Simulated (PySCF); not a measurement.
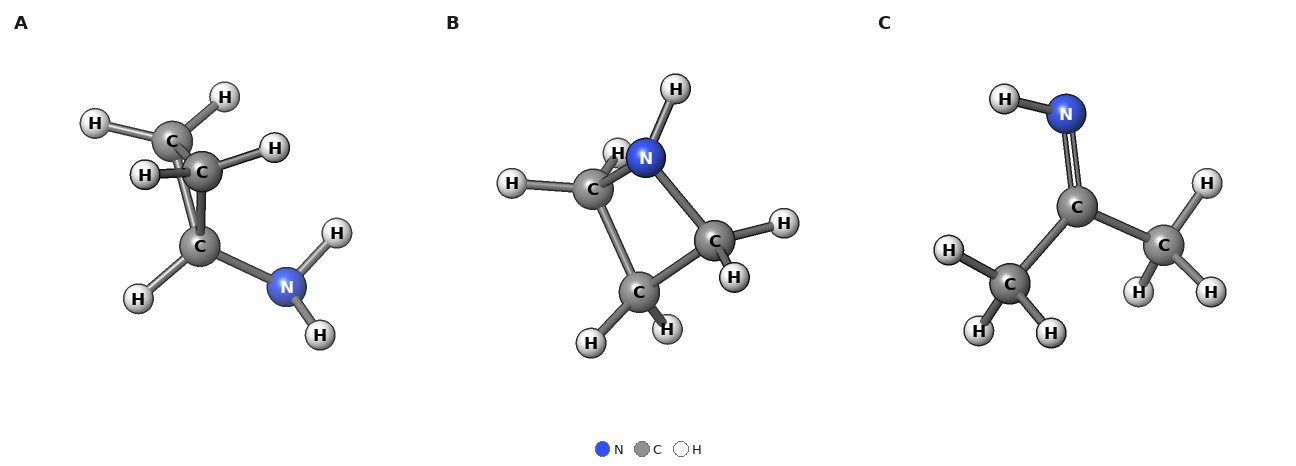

3 stationary structures of one formula. Geometries: PBE0-D3(BJ)/def2-SVP. Electronic energies: PBE0-D3(BJ)/def2-SVP (PySCF 2.14.0), without zero-point energy. No frequency run is at hand to confirm each as a minimum.

Question: Which structure is the most stable?

Answer: C is lowest; A lies 0.675 eV above it, B lies 0.795 eV above it. A is `NC1CC1`, B is `C1CNC1`, C is `CC(C)=N`.
